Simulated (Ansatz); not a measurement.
**Geometry relaxation, with input and output: TaH$_{3}$BrCl$_{3}$O$_{2}$ (part 2 of 2)**

Continued. System: TaH$_{3}$BrCl$_{3}$O$_{2}$. Method: RKS PBE/def2-SVP (Ansatz 0.2.0). The input holds or restrains some coordinates. It belongs to a series of runs on one base structure; here: pulled along the bonds that form and break, towards end A.

Geometry of the input (Å):
```
Ta 0.0000  0.0000  0.0000
O  2.3700  0.0000  0.0000
H  2.7071  -0.5308  0.7903
Cl 0.0000  0.0000  2.4700
Cl 0.0000  0.0000  -2.4700
O  -1.0100  1.7493  0.0000
H  -1.4859  1.8638  0.8834
Cl -1.2350  -2.1390  0.0000
Br 0.9302  -2.4365  -1.3787
H  2.1856  -1.1659  -0.6598
```

Trajectory as extended XYZ, continued
```
10
Properties=species:S:1:pos:R:3:forces:R:3 step=3 energy=-113261.74359
Ta    0.0456    0.2019    0.1075    1.8249  -4.0796  -2.3518
O     2.2096    0.1821    0.1487   -1.8407  -1.4021   0.9159
H     2.6869   -0.4975    0.7704   -1.1968   1.6614  -1.0649
Cl    0.0030    0.0044    2.4537   -0.0289   0.1766  -0.3328
Cl   -0.0056    0.0322   -2.4226   -0.0831   1.0164   1.9925
O    -1.0072    1.7422    0.0190   -0.1879   0.3901   0.7185
H    -1.4842    1.8701    0.8738   -0.1089   0.3798  -0.2350
Cl   -1.2477   -2.0674    0.0306   -0.0496   2.7926   0.9894
Br    1.1786   -2.6550   -1.4966    2.9153   0.5494   0.4347
H     2.0830   -1.4722   -0.8494   -1.2443  -1.4846  -1.0665
10
Properties=species:S:1:pos:R:3:forces:R:3 step=4 energy=-113262.79572
Ta    0.0683    0.2303    0.1259    1.1268  -3.8275  -2.1809
O     2.1085    0.2282    0.2047   -1.1394  -1.0955   0.6070
H     2.6483   -0.4543    0.7486   -1.1314   1.4609  -0.8348
Cl   -0.0019    0.0111    2.4515   -0.1038   0.1679   0.0900
Cl   -0.0032    0.0559   -2.3593    0.0676   0.6977   1.6797
O    -1.0057    1.7578    0.0377   -0.0681   0.5380   0.4461
H    -1.4951    1.8872    0.8760   -0.2417   0.4080   0.0374
Cl   -1.2325   -1.9842    0.0526    0.4818   2.3976   0.6231
Br    1.3056   -2.7850   -1.5666    1.8373   0.5806   0.4156
H     2.0698   -1.6060   -0.9360   -0.8290  -1.3276  -0.8833
10
Properties=species:S:1:pos:R:3:forces:R:3 step=5 energy=-113263.79607
Ta    0.0352    0.1676    0.0996    0.7497  -1.3776  -0.8361
O     2.0270    0.2041    0.1850   -0.7500  -0.8104   0.2816
H     2.6038   -0.4027    0.7405   -0.7763   0.9122  -0.4889
Cl   -0.0169    0.0235    2.4496   -0.0347   0.1664   0.2296
Cl    0.0049    0.1045   -2.2716    0.0773   0.3667   0.4701
O    -0.9883    1.7698    0.0675    0.1500  -0.1107   0.3586
H    -1.5088    1.9135    0.8842   -0.0843   0.2938   0.0054
Cl   -1.2122   -1.8569    0.0926    0.1195   0.9554   0.2306
Br    1.4439   -2.9088   -1.6258    1.1562   0.8609   0.5362
H     2.0734   -1.6738   -0.9864   -0.6074  -1.2566  -0.7872
10
Properties=species:S:1:pos:R:3:forces:R:3 step=6 energy=-113264.11197
Ta   -0.0312    0.0673    0.0545    0.9757   0.6478  -0.0604
O     1.9493    0.1403    0.0958    0.1408  -1.1947   1.3933
H     2.5359   -0.2532    0.8453   -1.3140   0.9675  -1.4474
Cl   -0.0336    0.0579    2.4449    0.1176   0.0442  -0.0209
Cl   -0.0093    0.1608   -2.2804   -0.0046   0.1275   0.0733
O    -0.9787    1.7283    0.1053   -0.1493  -0.2033   0.6733
H    -1.3979    1.9867    0.9665    0.2874  -0.0356  -0.5690
Cl   -1.3322   -1.8137    0.1243   -0.3091  -0.2509   0.0077
Br    1.5871   -2.9987   -1.6591    0.7609   0.9721   0.5358
H     2.1725   -1.7349   -1.0619   -0.5054  -1.0747  -0.5857
10
Properties=species:S:1:pos:R:3:forces:R:3 step=7 energy=-113264.30188
Ta   -0.0626    0.0475    0.0077    0.8375   0.2191   0.1668
O     1.9209    0.0547    0.0443   -0.9230  -0.3146  -0.0237
H     2.4278   -0.1505    0.8569   -0.1289   0.1689  -0.0665
Cl    0.0549    0.0145    2.4058    0.1052  -0.0019  -0.0639
Cl   -0.0608    0.2463   -2.3087    0.0666   0.0138  -0.0493
O    -1.0074    1.6842    0.1536   -0.0176  -0.0220   0.1602
H    -1.3331    2.0071    1.0180    0.0621   0.0715  -0.0799
Cl   -1.5066   -1.7417    0.0996   -0.0889  -0.1307  -0.0594
Br    1.6654   -3.0452   -1.5371    0.7319   1.0200   0.3724
H     2.3635   -1.7760   -1.1048   -0.6449  -1.0242  -0.3568
10
Properties=species:S:1:pos:R:3:forces:R:3 step=8 energy=-113264.35254
Ta   -0.1150    0.0289    0.0169    0.9871  -0.0395  -0.1080
O     1.8652   -0.0521    0.0060   -1.0479  -0.0090  -0.1422
H     2.3799   -0.0549    0.8309    0.0467   0.0563   0.2065
Cl    0.0693   -0.0267    2.4023    0.0767   0.0227  -0.0168
Cl   -0.0604    0.2806   -2.2982   -0.0067  -0.0214  -0.0327
O    -1.0290    1.6743    0.1887   -0.0239   0.0181   0.1016
H    -1.2625    2.0833    1.0422   -0.0012   0.0983   0.0372
Cl   -1.5842   -1.7489    0.0613   -0.0454  -0.0428  -0.0429
Br    1.7019   -3.0489   -1.4336    0.7756   0.9166   0.1534
H     2.4968   -1.7949   -1.1813   -0.7610  -0.9994  -0.1562
10
Properties=species:S:1:pos:R:3:forces:R:3 step=9 energy=-113264.36257
Ta   -0.1150    0.0255   -0.0391    0.9862   0.1071   0.3050
O     1.8719   -0.0121   -0.0212   -1.0068  -0.0561  -0.1203
H     2.3606    0.0307    0.8248   -0.0952   0.0084  -0.0305
Cl    0.1310   -0.0828    2.3515    0.0217  -0.0365  -0.0436
Cl   -0.0717    0.3478   -2.3420    0.0289  -0.0165  -0.0643
O    -1.0636    1.6329    0.2417    0.0175   0.0012  -0.0598
H    -1.2080    2.0718    1.0999    0.0057   0.0478   0.0275
Cl   -1.6078   -1.7349   -0.0252    0.0131  -0.0350  -0.0368
Br    1.7174   -3.1238   -1.2993    0.6874   1.0118   0.0628
H     2.4472   -1.8142   -1.1560   -0.6586  -1.0322  -0.0400
10
Properties=species:S:1:pos:R:3:forces:R:3 step=10 energy=-113264.36927
Ta   -0.1125    0.0224   -0.0344    0.7627   0.0885  -0.0440
O     1.8744    0.0249   -0.0572   -1.0234  -0.0696  -0.0216
H     2.3040    0.0992    0.8167    0.0834  -0.0207   0.0368
Cl    0.1529   -0.1637    2.3430    0.0544   0.0102  -0.0392
Cl   -0.0758    0.3380   -2.3449    0.0134  -0.0322   0.0261
O    -1.0570    1.6301    0.2540    0.0740  -0.0443  -0.0177
H    -1.1627    2.0959    1.1025   -0.0250   0.0806   0.0619
Cl   -1.6081   -1.7404   -0.0522    0.0179  -0.0151  -0.0280
Br    1.7083   -3.1352   -1.2884    0.6930   1.0264   0.1151
H     2.4385   -1.8305   -1.1040   -0.6504  -1.0237  -0.0894
10
Properties=species:S:1:pos:R:3:forces:R:3 step=11 energy=-113264.37429
Ta   -0.1368    0.0209   -0.0311    1.0026   0.1252  -0.0021
O     1.8492    0.0386   -0.0502   -0.9532  -0.0834  -0.1278
H     2.2944    0.0813    0.8185    0.0063  -0.0115   0.0158
Cl    0.1804   -0.2005    2.3294   -0.0467  -0.0104   0.0801
Cl   -0.0882    0.3130   -2.3422    0.0116   0.0017  -0.0268
O    -1.0489    1.6426    0.2677   -0.0173  -0.0598   0.0176
H    -1.1463    2.1604    1.0874   -0.0002   0.0278   0.0069
Cl   -1.5909   -1.7760   -0.0722   -0.0536   0.0201   0.0255
Br    1.7077   -3.1181   -1.2965    0.7168   0.9988   0.1427
H     2.4415   -1.8214   -1.0757   -0.6662  -1.0085  -0.1318
```

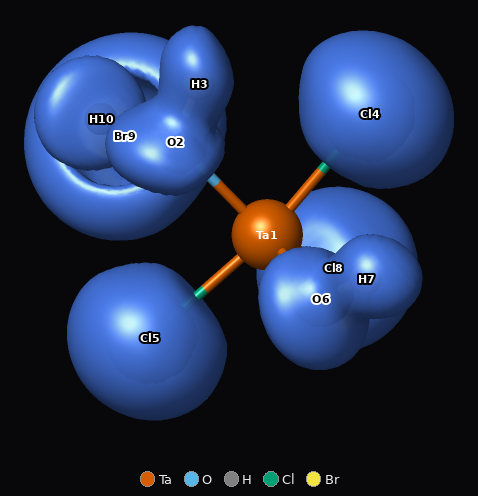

Isosurface of the ELF at 0.75 (blue), seen at an oblique angle. Only the valence region is drawn (cores and ρ < 0.01 e/Å³ removed). Along the contacts the grid gives the following. Ta1···Br9 (3.85 Å): the ELF is only about 0 between them (a non-bonded, intermolecular contact). Ta–O (1.88 Å): the ELF peaks at about 0.85 in the valence shell of O, 0.5 Å from its nucleus, and drops to about 0.25 between the two atoms.

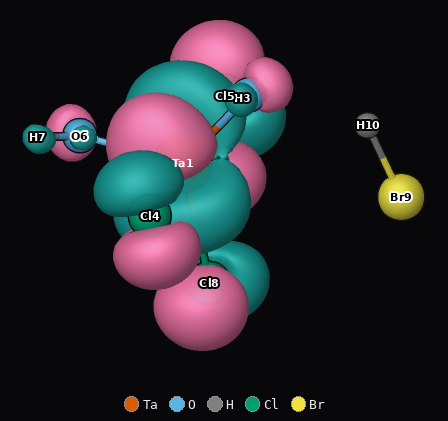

The LUMO at ±0.08 Å⁻³ᐟ² (teal and pink are the two phases), seen from the side. By Hirshfeld shares it lies mainly on Ta1 (65 %), Cl8 (10 %), Cl5 (10 %) and Cl4 (10 %). Its energy is −3.94 eV.

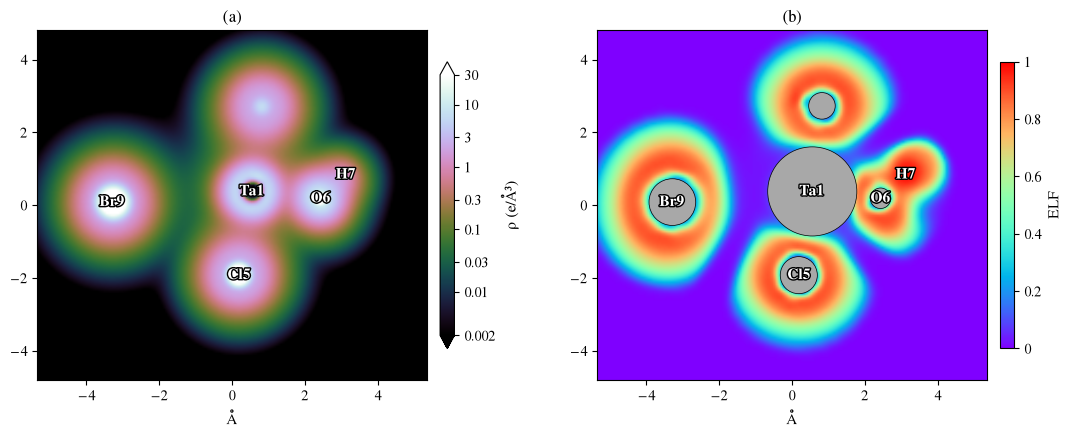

(a) electron density; (b) ELF on the plane of atoms Cl5, Ta1 and O6. Grey discs, where drawn, cover atomic cores. Ta–O (1.88 Å): ρ is about 1.1 e/Å³ halfway; the ELF peaks at about 0.85 in the valence shell of O, 0.5 Å from its nucleus, and drops to about 0.25 between the two atoms. Ta–Cl (2.33 Å): ρ is about 0.62 e/Å³ halfway; the ELF peaks at about 0.85 in the valence shell of Cl, 0.8 Å from its nucleus, and is about 0.35 at the midpoint.

Results in brief

| quantity | value |
| --- | --- |
| outcome | converged under the restraints of the input |
| total energy | −113264.3744 eV |
| mean-field energy | −113264.3744 eV |
| largest force (length of the vector) at the end, held atoms and coordinates included | 1.238 eV/Å |
| hardware | 4 threads of Intel Xeon @ 2.50GHz (Skylake/Cascade Lake), 12 GiB of memory available, shared host |
| wall time | 45 s (CPU time 2.7 min) |
| peak memory | 0.32 GiB |
